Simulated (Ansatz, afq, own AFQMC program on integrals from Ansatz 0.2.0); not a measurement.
**SiH3+ (triplet): quantum Monte Carlo beside coupled cluster at distance Si1–H3 = 3.651 Å, 6-31G**

How near does AFQMC come to the top of the ladder for SiH3+ (triplet)?

Program: Ansatz 0.2.0, Gaussian basis, and an in-house AFQMC program (afq) on its integrals; all values are calculated. Level of theory: 6-31G, frozen cores. These are calculated values, not measurements.

To be run: Full CI; PBE (unrestricted); r2SCAN (unrestricted); PBE0 (unrestricted); B3LYP (unrestricted); wB97M-V (unrestricted); B2PLYP (unrestricted); CCSD(T) on UHF; Full CI; Full CI (quintet); CCSDT(Q) on UHF; CCSDTQ on UHF; Phaseless AFQMC, CISD trial on UHF; Phaseless AFQMC, single-determinant trial on UHF; Phaseless AFQMC, CISD trial on UHF.

3 further runs of the same task are left out: 3 that didn't finish.

## (1) The system

The geometry derives from a PBE0/def2-TZVP stationary point (not a proven minimum). One bond is set to the value named and the two fragments are kept rigid.

4 atoms, charge 1, spin multiplicity 3.

Atoms are counted from 1 here; the program's logs count them from 0.

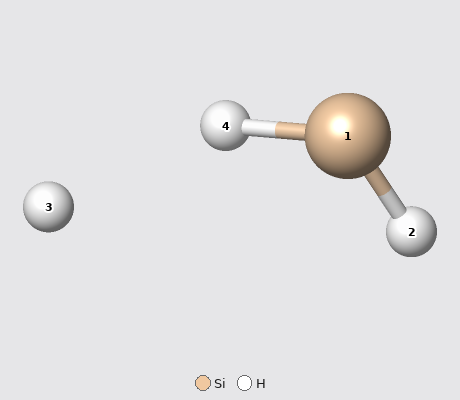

The geometry (silicon light orange, hydrogen white); atoms are numbered from 1 in the order of the file.

## (2) Full CI

in.yaml reads:

```yaml
crystal:
  periodic: [false, false, false]
  atoms:
    - {symbol: Si, position_ang: [-0.016444, 0.082525, -0.138114]}
    - {symbol: H, position_ang: [-0.016444, -1.210622, -0.882846]}
    - {symbol: H, position_ang: [0.930397, -0.773992, 3.282364]}
    - {symbol: H, position_ang: [-0.455765, -0.314887, 1.448940]}
basis:
  gaussian: {orbitals: 6-31G}
total_charge: 1
magnetization: {spin_polarized: false, initial_magnetization: 2}
correlation: {method: fci, electrons: outside_noble_gas}
```

The run is started by

```bash
ansatz run in.yaml --threads 1 --pin off --events-out ev --progress --plain --max-ram 24576MiB --backend cuda --devices 0, --max-vram 18GiB
```

Output:

```text
Functional definition: HF
  name "HF"
  cite "Fock, Z. Phys. 61, 126 (1930) doi:10.1007/BF01340294"
  parent pbe
  exchange = exact_x
  correlation = 0
395 factors; integrals over basis functions are off by at most 5.8e-8 eV
mean field evaluation 1: about -7893.7056 eV, gradient 7.2e0 eV
mean field evaluation 2: about -7893.7072 eV, gradient 7.2e0 eV
mean field evaluation 4: about -7895.4569 eV, gradient 2.5e0 eV
mean field evaluation 8: about -7895.6614 eV, gradient 5.3e-2 eV
mean field evaluation 16: about -7895.5153 eV, gradient 2.0e0 eV
mean field -7895.66052381 eV, -290.1601723792 hartree, gradient 2.5e-6 eV, S^2 2.000000; 2 other end points of the search recorded, 0 dependent functions left out
mean field evaluation 32: about -7895.6873 eV, gradient 2.5e-4 eV
5 core orbitals not correlated: weight in the atoms' cores, before any rotation towards them, 1.000 or more for the frozen orbitals, at most 0.000 for the correlated occupied ones
reference -7895.66052381 eV, -290.1601723792 hartree; 4, 2 occupied and 10, 12 virtual orbitals, 395 factors
state -7897.18667158 eV, -290.2162572751 hartree
Total energy: -7897.18667158 eV, -290.2162572751 hartree
```

Wall time 12 s (1 × NVIDIA H100 80GB HBM3 with 1 thread of AMD EPYC 7R13 (Zen 3), shared host); peak host memory 1.5 GiB.

From the report: 132,496 determinants, symmetry A.

## (3) PBE (unrestricted)

Changes to in.yaml since step 2:

```diff
@@ -10,3 +10,4 @@
 total_charge: 1
-magnetization: {spin_polarized: false, initial_magnetization: 2}
-correlation: {method: fci, electrons: outside_noble_gas}
+magnetization: {spin_polarized: true, initial_magnetization: 2}
+hamiltonian: {xc: {name: PBE}}
+output: {orbitals: {seedname: orbitals}}
```

The run is started by

```bash
ansatz run in.yaml --threads 1 --pin off --events-out ev --progress --plain --max-ram 8192MiB --backend cpu
```

Output:

```text
Functional definition: PBE
  name "PBE"
  cite "Perdew, Burke & Ernzerhof, Phys. Rev. Lett. 77, 3865 (1996) doi:10.1103/PhysRevLett.77.3865"
  parent pbe
  parameter kappa = 0.804
  parameter beta = 0.06672455060314922
  exchange = pbe_x(kappa = kappa, mu = beta*pi^2/3)
  correlation = pbe_c(beta = beta)
237 factors; integrals over basis functions are off by at most 2.0e-4 eV
mean field evaluation 1: about -7901.1765 eV, gradient 1.1e1 eV
mean field evaluation 2: about -7887.6209 eV, gradient 2.8e1 eV
mean field evaluation 4: about -7906.7864 eV, gradient 3.2e0 eV
mean field evaluation 8: about -7906.9879 eV, gradient 2.5e-1 eV
mean field evaluation 16: about -7906.9887 eV, gradient 1.4e-4 eV
mean field -7906.98872358 eV, -290.5764760421 hartree, gradient 3.0e-5 eV, S^2 2.001194; 0 other end points of the search recorded, 0 dependent functions left out
reference -7906.98875928 eV, -290.5764773539 hartree; 9, 7 occupied and 10, 12 virtual orbitals, 237 factors
Total energy: -7906.98875928 eV, -290.5764773539 hartree
```

Run time: 0.39 s. Hardware: 1 thread of AMD EPYC 7R13 (Zen 3), shared host; peak memory 1.5 GiB.

From the report: ⟨S²⟩ of the determinant 2.001 (pure triplet: 2.00).

## (4) r2SCAN (unrestricted)

Changes to in.yaml since step 3:

```diff
@@ -11,3 +11,2 @@
 magnetization: {spin_polarized: true, initial_magnetization: 2}
-hamiltonian: {xc: {name: PBE}}
-output: {orbitals: {seedname: orbitals}}
+hamiltonian: {xc: {name: r2SCAN}}
```

Launched as before.

Output:

```text
Functional definition: r2SCAN
  name "r2SCAN"
  cite "Furness, Kaplan, Ning, Perdew & Sun, J. Phys. Chem. Lett. 11, 8208 (2020) doi:10.1021/acs.jpclett.0c02405"
  cite "Furness, Kaplan, Ning, Perdew & Sun, J. Phys. Chem. Lett. 11, 9248 (2020) doi:10.1021/acs.jpclett.0c03077"
  parent r2scan
  parameter k0 = 0.174
  parameter k1 = 0.065
  parameter a1 = 4.9479
  exchange = r2scan_x(k0 = k0, k1 = k1, a1 = a1)
  correlation = r2scan_c
237 factors; integrals over basis functions are off by at most 2.0e-4 eV
mean field evaluation 1: about -7905.1229 eV, gradient 1.0e1 eV
mean field evaluation 2: about -7894.6144 eV, gradient 2.6e1 eV
mean field evaluation 4: about -7910.1046 eV, gradient 2.9e0 eV
mean field evaluation 8: about -7910.2572 eV, gradient 6.6e-2 eV
mean field evaluation 16: about -7910.2573 eV, gradient 6.9e-5 eV
mean field -7910.25730497 eV, -290.6965941928 hartree, gradient 6.9e-5 eV, S^2 2.001899; 0 other end points of the search recorded, 0 dependent functions left out
reference -7910.25731569 eV, -290.6965945866 hartree; 9, 7 occupied and 10, 12 virtual orbitals, 237 factors
Total energy: -7910.25731569 eV, -290.6965945866 hartree
```

Wall time 0.79 s (1 thread of AMD EPYC 7R13 (Zen 3), shared host); peak memory 1.5 GiB.

From the report: ⟨S²⟩ of the determinant 2.002 (pure triplet: 2.00).

## (5) PBE0 (unrestricted)

Changes to in.yaml since step 4:

```diff
@@ -11,2 +11,3 @@
 magnetization: {spin_polarized: true, initial_magnetization: 2}
-hamiltonian: {xc: {name: r2SCAN}}
+hamiltonian: {xc: {name: PBE0}}
+output: {orbitals: {seedname: orbitals}}
```

Launched as before.

Output:

```text
Functional definition: PBE0
  name "PBE0"
  cite "Adamo & Barone, J. Chem. Phys. 110, 6158 (1999) doi:10.1063/1.478522"
  cite "Perdew, Burke & Ernzerhof, Phys. Rev. Lett. 77, 3865 (1996) doi:10.1103/PhysRevLett.77.3865"
  parent pbe
  parameter a = 0.25
  parameter kappa = 0.804
  parameter beta = 0.06672455060314922
  exchange = (1 - a)*pbe_x(kappa = kappa, mu = beta*pi^2/3) + a*exact_x
  correlation = pbe_c(beta = beta)
237 factors; integrals over basis functions are off by at most 2.0e-4 eV
mean field evaluation 1: about -7903.1817 eV, gradient 1.0e1 eV
mean field evaluation 2: about -7895.7298 eV, gradient 2.5e1 eV
mean field evaluation 4: about -7907.5568 eV, gradient 2.7e0 eV
mean field evaluation 8: about -7907.6621 eV, gradient 5.1e-2 eV
mean field evaluation 16: about -7907.6621 eV, gradient 2.2e-5 eV
mean field -7907.66214711 eV, -290.6012239003 hartree, gradient 2.2e-5 eV, S^2 2.001380; 0 other end points of the search recorded, 0 dependent functions left out
reference -7907.66217388 eV, -290.6012248842 hartree; 9, 7 occupied and 10, 12 virtual orbitals, 237 factors
Total energy: -7907.66217388 eV, -290.6012248842 hartree
```

It took 0.39 s on 1 thread of AMD EPYC 7R13 (Zen 3), shared host; peak memory 1.5 GiB.

From the report: ⟨S²⟩ of the determinant 2.001 (pure triplet: 2.00).

## (6) B3LYP (unrestricted)

Changes to in.yaml since step 5:

```diff
@@ -11,3 +11,2 @@
 magnetization: {spin_polarized: true, initial_magnetization: 2}
-hamiltonian: {xc: {name: PBE0}}
-output: {orbitals: {seedname: orbitals}}
+hamiltonian: {xc: {name: B3LYP}}
```

Same command.

Output:

```text
Functional definition: B3LYP
  name "B3LYP"
  cite "Stephens, Devlin, Chabalowski & Frisch, J. Phys. Chem. 98, 11623 (1994) doi:10.1021/j100096a001"
  cite "Becke, Phys. Rev. A 38, 3098 (1988) doi:10.1103/PhysRevA.38.3098"
  cite "Lee, Yang & Parr, Phys. Rev. B 37, 785 (1988) doi:10.1103/PhysRevB.37.785"
  cite "Vosko, Wilk & Nusair, Can. J. Phys. 58, 1200 (1980) doi:10.1139/p80-159"
  parameter a0 = 0.2
  parameter ax = 0.72
  parameter ac = 0.81
  exchange = (1 - a0 - ax)*slater_x + ax*b88_x + a0*exact_x
  correlation = (1 - ac)*vwn_rpa_c + ac*lyp_c
237 factors; integrals over basis functions are off by at most 2.0e-4 eV
mean field evaluation 1: about -7907.5944 eV, gradient 1.1e1 eV
mean field evaluation 2: about -7898.2940 eV, gradient 2.5e1 eV
mean field evaluation 4: about -7911.7285 eV, gradient 2.0e0 eV
mean field evaluation 8: about -7911.7828 eV, gradient 3.7e-2 eV
mean field evaluation 16: about -7911.7828 eV, gradient 2.0e-5 eV
mean field -7911.78281708 eV, -290.7526557286 hartree, gradient 2.0e-5 eV, S^2 2.001675; 0 other end points of the search recorded, 0 dependent functions left out
reference -7911.78303547 eV, -290.7526637543 hartree; 9, 7 occupied and 10, 12 virtual orbitals, 237 factors
Total energy: -7911.78303547 eV, -290.7526637543 hartree
```

It took 0.49 s on 1 thread of AMD EPYC 7R13 (Zen 3), shared host; peak memory 1.5 GiB.

From the report: ⟨S²⟩ of the determinant 2.002 (pure triplet: 2.00).

## (7) wB97M-V (unrestricted)

Changes to in.yaml since step 6:

```diff
@@ -11,2 +11,3 @@
 magnetization: {spin_polarized: true, initial_magnetization: 2}
-hamiltonian: {xc: {name: B3LYP}}
+hamiltonian: {xc: {name: wB97M-V}}
+output: {orbitals: {seedname: orbitals}}
```

Same command.

Output:

```text
Functional definition: wB97M-V
  name "wB97M-V"
  cite "Mardirossian & Head-Gordon, J. Chem. Phys. 144, 214110 (2016) doi:10.1063/1.4952647"
  cite "Becke, J. Chem. Phys. 107, 8554 (1997) doi:10.1063/1.475007"
  cite "Vydrov & Van Voorhis, J. Chem. Phys. 133, 244103 (2010) doi:10.1063/1.3521275"
  # Of w^i u^j: cxij and so on, Table III.
  parameter omega = 0.3/bohr
  parameter cx = 0.15
  parameter cx01 = 1.007
  parameter cx10 = 0.259
  parameter css00 = 0.443
  parameter css04 = -1.437
  parameter css10 = -4.535
  parameter css20 = -3.390
  parameter css43 = 4.278
  parameter cos00 = 1.000
  parameter cos10 = 1.358
  parameter cos20 = 2.924
  parameter cos21 = -8.812
  parameter cos60 = -1.390
  parameter cos61 = 9.142
  parameter b = 6.0
  parameter c = 0.01
  gx(w, u) = 1 - cx + cx01*u + cx10*w
  gss(w, u) = css00 + css04*u^4 + css10*w + css20*w^2 + css43*w^4*u^3
  gos(w, u) = cos00 + cos10*w + (cos20 + cos21*u)*w^2 + (cos60 + cos61*u)*w^6
  exchange = spin_sum(e_x_unif_sr(omega)*gx(b97_w, b97_u_x)) + cx*exact_x_sr(omega) + exact_x_lr(omega)
  correlation = spin_sum(e_c_pw_mod_same_spin*gss(b97_w, b97_u_same))
      + integral(e_c_pw_mod_opposite_spin*gos(b97_w_opposite, b97_u_opposite)) + vv10(b, c)
237 factors; integrals over basis functions are off by at most 2.0e-4 eV
103 factors; integrals over basis functions are off by at most 2.0e-5 eV
mean field evaluation 1: about -7909.3084 eV, gradient 5.2e0 eV
mean field evaluation 2: about -7909.9547 eV, gradient 1.8e0 eV
mean field evaluation 4: about -7910.1127 eV, gradient 2.8e-1 eV
mean field evaluation 8: about -7910.1135 eV, gradient 5.9e-2 eV
mean field evaluation 16: about -7910.1139 eV, gradient 8.2e-5 eV
mean field -7910.11386826 eV, -290.6913229906 hartree, gradient 8.2e-5 eV, S^2 2.001705; 0 other end points of the search recorded, 0 dependent functions left out
reference -7910.11390088 eV, -290.6913241895 hartree; 9, 7 occupied and 10, 12 virtual orbitals, 237 factors
Total energy: -7910.11390088 eV, -290.6913241895 hartree
```

Wall time 1.7 s (1 thread of AMD EPYC 7R13 (Zen 3), shared host); peak memory 1.5 GiB.

From the report: ⟨S²⟩ of the determinant 2.002 (pure triplet: 2.00).

## (8) B2PLYP (unrestricted)

Changes to in.yaml since step 7:

```diff
@@ -11,3 +11,3 @@
 magnetization: {spin_polarized: true, initial_magnetization: 2}
-hamiltonian: {xc: {name: wB97M-V}}
-output: {orbitals: {seedname: orbitals}}
+hamiltonian: {xc: {name: B2PLYP}}
+correlation: {electrons: outside_noble_gas}
```

Same command.

Output:

```text
Functional definition: B2PLYP
  name "B2PLYP"
  cite "Grimme, J. Chem. Phys. 124, 034108 (2006) doi:10.1063/1.2148954"
  cite "Becke, Phys. Rev. A 38, 3098 (1988) doi:10.1103/PhysRevA.38.3098"
  cite "Lee, Yang & Parr, Phys. Rev. B 37, 785 (1988) doi:10.1103/PhysRevB.37.785"
  parameter a = 0.53
  parameter c = 0.27
  exchange = (1 - a)*b88_x + a*exact_x
  correlation = (1 - c)*lyp_c + c*(mp2_os + mp2_ss)
237 factors; integrals over basis functions are off by at most 2.0e-4 eV
mean field evaluation 1: about -7905.4682 eV, gradient 6.2e0 eV
mean field evaluation 2: about -7905.4677 eV, gradient 6.2e0 eV
mean field evaluation 4: about -7906.8329 eV, gradient 9.1e-1 eV
mean field evaluation 8: about -7906.8707 eV, gradient 5.3e-2 eV
mean field evaluation 16: about -7906.8709 eV, gradient 1.2e-4 eV
mean field -7906.87087731 eV, -290.5721452716 hartree, gradient 1.5e-6 eV, S^2 2.003408; 0 other end points of the search recorded, 0 dependent functions left out
5 core orbitals not correlated: weight in the atoms' cores, before any rotation towards them, 1.000 or more for the frozen orbitals, at most 0.000 for the correlated occupied ones
reference -7906.87101846 eV, -290.5721504588 hartree; 4, 2 occupied and 10, 12 virtual orbitals, 237 factors
second order -1.28374674 eV of doubles, -0.00000000 eV of singles
Total energy: -7907.21763008 eV, -290.5848882009 hartree
```

Run time: 0.55 s. Hardware: 1 thread of AMD EPYC 7R13 (Zen 3), shared host; peak memory 1.5 GiB.

From the report: ⟨S²⟩ of the determinant 2.003 (pure triplet: 2.00).

## (9) CCSD(T) on UHF

Changes to in.yaml since step 8:

```diff
@@ -11,3 +11,2 @@
 magnetization: {spin_polarized: true, initial_magnetization: 2}
-hamiltonian: {xc: {name: B2PLYP}}
-correlation: {electrons: outside_noble_gas}
+correlation: {method: ccsd_t, electrons: outside_noble_gas, hamiltonian_folder: ham}
```

The run is started by

```bash
ansatz run in.yaml --threads 1 --pin off --events-out ev --progress --plain --max-ram 24576MiB --backend cuda --devices 0, --max-vram 18GiB
```

Output:

```text
Functional definition: HF
  name "HF"
  cite "Fock, Z. Phys. 61, 126 (1930) doi:10.1007/BF01340294"
  parent pbe
  exchange = exact_x
  correlation = 0
237 factors; integrals over basis functions are off by at most 2.0e-4 eV
mean field evaluation 1: about -7894.5610 eV, gradient 6.5e0 eV
mean field evaluation 2: about -7894.5621 eV, gradient 6.5e0 eV
mean field evaluation 4: about -7895.6770 eV, gradient 5.0e-1 eV
mean field evaluation 8: about -7895.6877 eV, gradient 9.2e-4 eV
mean field evaluation 16: about -7895.6752 eV, gradient 5.0e-1 eV
mean field evaluation 32: about -7880.9140 eV, gradient 4.4e0 eV
mean field evaluation 64: about -7893.1731 eV, gradient 1.9e-1 eV
mean field evaluation 96: about -7892.7720 eV, gradient 1.7e-4 eV
mean field -7895.68724080 eV, -290.1611542102 hartree, gradient 2.9e-6 eV, S^2 2.005977; 1 other end points of the search recorded, 0 dependent functions left out
determinant -7895.68724080 eV, -290.1611542102 hartree, with singles and doubles -7897.15545429 eV, -290.2151100610 hartree
determinant -7892.77196858 eV, -290.0540199324 hartree, with singles and doubles -7893.84679392 eV, -290.0935190351 hartree
5 core orbitals not correlated: weight in the atoms' cores, before any rotation towards them, 1.000 or more for the frozen orbitals, at most 0.000 for the correlated occupied ones
reference -7895.68724080 eV, -290.1611542102 hartree; 4, 2 occupied and 10, 12 virtual orbitals, 237 factors
second order -0.97087375 eV of doubles, -0.00000000 eV of singles
cycle   1  -1.46831132 eV  change   -9.8e-5 eV  update   3.4e-4
cycle   2  -1.46843543 eV  change   -1.2e-4 eV  update   2.5e-4
cycle   3  -1.46844533 eV  change   -9.9e-6 eV  update   1.1e-4
cycle   4  -1.46842847 eV  change    1.7e-5 eV  update   6.9e-5
cycle   5  -1.46845673 eV  change   -2.8e-5 eV  update   3.4e-5
cycle   6  -1.46846338 eV  change   -6.6e-6 eV  update   1.3e-5
cycle   7  -1.46845576 eV  change    7.6e-6 eV  update   5.8e-6
cycle   8  -1.46844814 eV  change    7.6e-6 eV  update   2.5e-6
cycle   9  -1.46844795 eV  change    1.9e-7 eV  update   1.2e-6
perturbative correction -0.01901482 eV, -0.0006987816 hartree
Total energy: -7897.17470356 eV, -290.2158174585 hartree
```

Run time: 7.5 s. Hardware: 1 × NVIDIA H100 80GB HBM3 with 1 thread of AMD EPYC 7R13 (Zen 3), shared host; peak host memory 1.5 GiB.

From the report: ⟨S²⟩ of the determinant 2.006 (pure triplet: 2.00); correlation -1.4875 eV; T1 0.012; largest double amplitude 0.06.

This run also writes the integrals to the folder ham.

## (10) Full CI

in.yaml reads:

```yaml
hamiltonian:
  integrals:
    folder: ../ham
correlation: {method: fci}
```

The command is unchanged.

Output:

```text
Functional definition: HF
  name "HF"
  cite "Fock, Z. Phys. 61, 126 (1930) doi:10.1007/BF01340294"
  parent pbe
  exchange = exact_x
  correlation = 0
reference -7895.68724080 eV, -290.1611542102 hartree; 4, 2 occupied and 10, 12 virtual orbitals, 237 factors
state -7897.18676155 eV, -290.2162605817 hartree
Total energy: -7897.18676155 eV, -290.2162605817 hartree
```

Wall time 6.5 s (1 × NVIDIA H100 80GB HBM3 with 1 thread of AMD EPYC 7R13 (Zen 3), shared host); peak host memory 1.5 GiB.

From the report: 91,091 determinants.

## (11) Full CI (quintet)

in.yaml reads:

```yaml
crystal:
  periodic: [false, false, false]
  atoms:
    - {symbol: Si, position_ang: [-0.016444, 0.082525, -0.138114]}
    - {symbol: H, position_ang: [-0.016444, -1.210622, -0.882846]}
    - {symbol: H, position_ang: [0.930397, -0.773992, 3.282364]}
    - {symbol: H, position_ang: [-0.455765, -0.314887, 1.448940]}
basis:
  gaussian: {orbitals: 6-31G}
total_charge: 1
magnetization: {spin_polarized: false, initial_magnetization: 4}
correlation: {method: fci, electrons: outside_noble_gas}
```

The command is unchanged.

Output:

```text
Functional definition: HF
  name "HF"
  cite "Fock, Z. Phys. 61, 126 (1930) doi:10.1007/BF01340294"
  parent pbe
  exchange = exact_x
  correlation = 0
395 factors; integrals over basis functions are off by at most 5.8e-8 eV
mean field evaluation 1: about -7891.5781 eV, gradient 8.0e0 eV
mean field evaluation 2: about -7891.5842 eV, gradient 8.0e0 eV
mean field evaluation 4: about -7892.3978 eV, gradient 9.6e-1 eV
mean field evaluation 8: about -7892.4822 eV, gradient 2.2e-1 eV
mean field -7892.48354940 eV, -290.0434207229 hartree, gradient 1.3e-6 eV, S^2 6.000000; 0 other end points of the search recorded, 0 dependent functions left out
mean field evaluation 16: about -7891.9583 eV, gradient 6.5e0 eV
5 core orbitals not correlated: weight in the atoms' cores, before any rotation towards them, 1.000 or more for the frozen orbitals, at most 0.000 for the correlated occupied ones
reference -7892.48354940 eV, -290.0434207229 hartree; 5, 1 occupied and 9, 13 virtual orbitals, 395 factors
state -7893.63911253 eV, -290.0858868846 hartree
Total energy: -7893.63911253 eV, -290.0858868846 hartree
```

Wall time 9.5 s (1 × NVIDIA H100 80GB HBM3 with 1 thread of AMD EPYC 7R13 (Zen 3), shared host); peak host memory 1.5 GiB.

From the report: 28,028 determinants, symmetry A.

(Part 1 of 2 ends here.)
